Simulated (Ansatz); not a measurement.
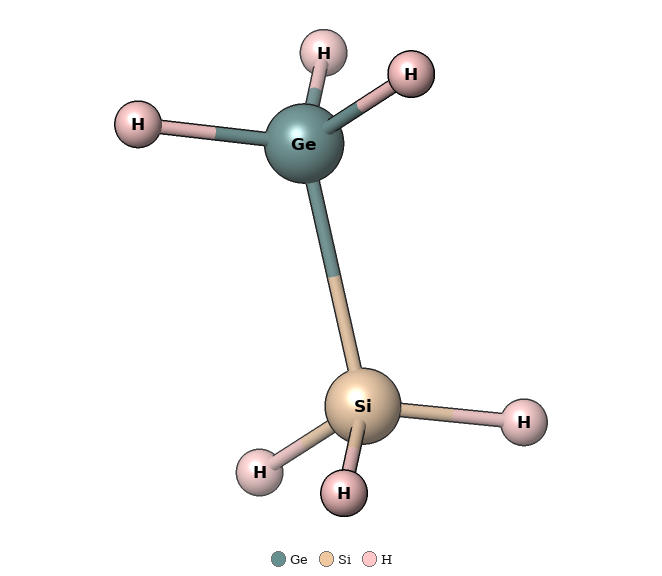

Distant atoms are faded towards the background colour. The computed structure is the end point of a PBE0-D4/def2-TZVP optimisation.

> List the symmetry elements and name the point group.

It has 1 C3 axis and 3 mirror planes, so the point group is C3v. The group has 6 operations. The geometry is achiral, and symmetry allows a dipole moment.
